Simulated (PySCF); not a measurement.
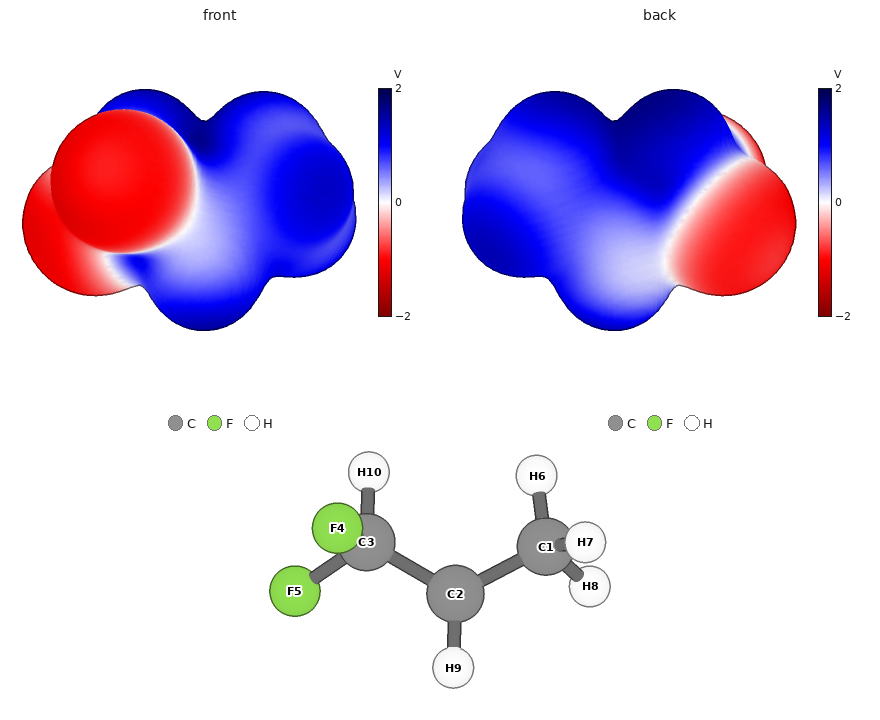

The picture shows: C$_{3}$H$_{5}$F$_{2}$ (SMILES C[CH]C(F)F) (doublet). The molecular electrostatic potential painted on the density surface at 0.004 e/bohr³, seen from the front and from behind; the colour scale runs from red (negative) to blue (positive). The bare structure is drawn below in the same view.

Geometry: GFN2-xTB.

All numbers below come from UKS B3LYP, pcH-1 on C F H, non-relativistic, mean-field spin-orbit, GIAO in PySCF 2.14.0, density-fitted response routines.

```xyz
10

C     1.2548    0.4555   -0.0934
C     0.1642   -0.4567    0.2784
C    -1.2294   -0.2206   -0.1269
F    -1.9729    0.3533    0.8871
F    -1.8777   -1.3863   -0.4013
H     0.9661    1.1129   -0.9107
H     1.5464    1.0819    0.7584
H     2.1471   -0.1075   -0.3734
H     0.3460   -1.2697    0.9600
H    -1.3358    0.4417   -1.0008
```

Which sites attract a positive test charge, and which a negative one?

Answer. A positive charge is drawn to the negative regions and a negative charge to the positive ones. The most negative region (about −1.2 V) lies over F4, the most positive (about +1.6 V) over C3, H6 and H10.
